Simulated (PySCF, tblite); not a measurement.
**C₅H₇F₃OSi: geometry, infrared bands and NMR shifts**

Aim: predict the infrared bands and NMR shifts of C₅H₇F₃OSi (`FC(F)(F)O[C@H]1C=CC[SiH2]1`).

Computed with tblite 0.8.0 and PySCF 2.14.0, with density-fitted response routines of our own, on a single molecule in the gas phase. Atoms count from 0, in the outputs and in this text.

### 1 Starting geometry

17 atoms, charge 0, multiplicity 1; geometry from: force field or distance geometry start.

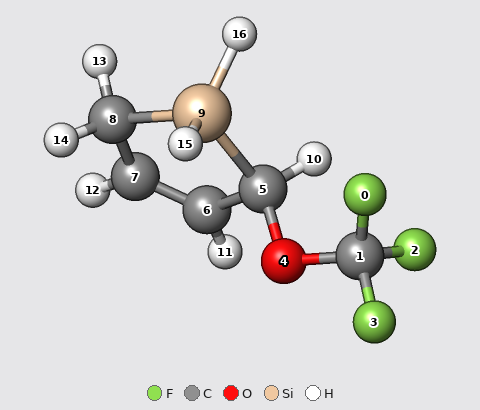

The starting geometry (fluorine green, carbon grey, oxygen red, silicon light orange, hydrogen white), atoms numbered.

### 2 Optimising the geometry with GFN2-xTB

Job settings and geometry (Å):

```
{"job": {"kind": "relax", "xc": "GFN2-xTB", "basis": "xTB"}, "charge": 0, "multiplicity": 1}
F      2.421100     1.489600     0.840200
C      2.690900     0.258500     0.382700
F      3.136700     0.329000    -0.878300
F      3.674200    -0.264000     1.144400
O      1.554200    -0.576500     0.472800
C      0.442300     0.005600    -0.221400
C     -0.424200    -1.136100    -0.706800
C     -1.712200    -1.187400    -0.332500
C     -2.263200    -0.108000     0.555300
Si    -0.801100     1.071500     0.872100
H      0.757700     0.598500    -1.088000
H      0.009700    -1.905000    -1.337700
H     -2.373400    -1.997600    -0.651800
H     -3.079500     0.425000     0.051700
H     -2.632100    -0.517900     1.498600
H     -0.393100     1.106600     2.311800
H     -1.015000     2.420300     0.270200
```

The run is started by

```sh
$ OMP_NUM_THREADS=1 python probes_run.py task.json out
```

One launch serves the whole session: the jobs run in the order shown.

**Question.** This job is followed by: GFN2-xTB harmonic vibrations, gas phase; GIAO PBE0/pcSseg-1 NMR shielding, non-relativistic, gas phase. What will the session give for the following? strongest single infrared mode (GFN2-xTB); zero-point energy (GFN2-xTB); 13C shifts against TMS (PBE0/pcSseg-1); 1H shifts against TMS (PBE0/pcSseg-1); 19F shifts against CFCl3 (PBE0/pcSseg-1, means over atoms taken as alike); 17O shifts against H2O (PBE0/pcSseg-1); 29Si shifts against TMS (PBE0/pcSseg-1).

**Answer**, as computed:

```
                                                                 quantity                                         value
                                strongest single infrared mode (GFN2-xTB)                         1265 cm⁻¹, 714 km/mol
                                             zero-point energy (GFN2-xTB)                                 69.1 kcal/mol
                                   13C shifts against TMS (PBE0/pcSseg-1)           145.3, 138.2, 130.6, 79.4, 17.5 ppm
                                    1H shifts against TMS (PBE0/pcSseg-1)  6.44, 6.32, 5.21, 4.53, 4.50, 1.94, 1.75 ppm
19F shifts against CFCl3 (PBE0/pcSseg-1, means over atoms taken as alike)                                     -74.8 ppm
                                   17O shifts against H2O (PBE0/pcSseg-1)                                     121.3 ppm
                                  29Si shifts against TMS (PBE0/pcSseg-1)                                     -28.1 ppm
```

Over 92 steps the energy fell by 0.354 eV; of the close pairs, C1–O4 changed most, 1.413 to 1.300 Å. All 45 modes are real, so the xTB geometry is a minimum. The strongest single mode, at 1265 cm⁻¹, moves mainly C1 and O4. Unscaled tight-binding wavenumbers are off by several per cent, some by more. Its intensities can rank the bands wrongly.
